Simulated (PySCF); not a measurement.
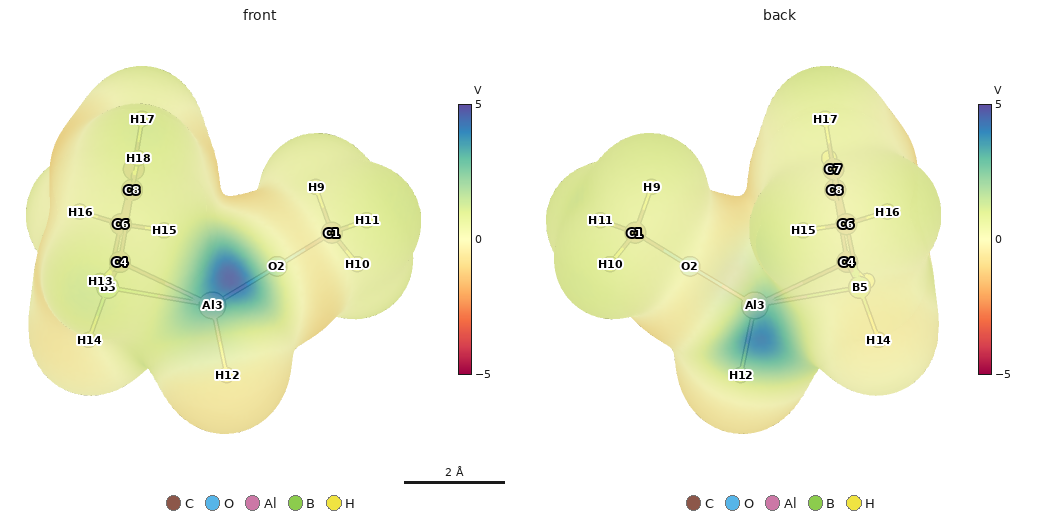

C$_{5}$H$_{10}$AlBO. The electrostatic potential painted on the density surface at 0.004 e/bohr³, seen from the front and from behind; the colour scale runs from red (negative) to blue (positive).

Geometry: GFN2-xTB.

Method: PBE0/pcSseg-1, SCF density, gas phase, non-relativistic in PySCF.

Input file:

```
{"job": {"kind": "nmr", "xc": "PBE0", "basis": "pcSseg-1"}, "charge": 0, "multiplicity": 1}
C      2.742076     0.892968    -0.339515
O      1.833519    -0.167352    -0.424101
Al     0.755729    -1.406072    -0.519348
C     -1.184572    -1.331211     0.218866
B     -1.484058    -0.833230    -1.199121
C     -1.535651     0.754491    -1.053312
C     -1.375124     0.987456     0.414542
C     -1.209029    -0.149174     1.098484
H      2.213826     1.822201    -0.115290
H      3.274673     1.003601    -1.286998
H      3.467416     0.697172     0.453466
H      1.335510    -2.733076    -1.016921
H     -1.413536    -2.301011     0.658560
H     -1.708498    -1.462057    -2.164525
H     -0.731592     1.262390    -1.600921
H     -2.458786     1.210045    -1.419521
H     -1.418357     1.975385     0.846378
H     -1.112305    -0.216208     2.172859
```

Launched as:

```sh
OMP_NUM_THREADS=1 python probes_run.py task.json out
```

Q: Describe the electrostatic potential map.

A: The most negative region (about −0.9 V) lies over O2, C7 and C8, the most positive (about +4.1 V) over Al3.
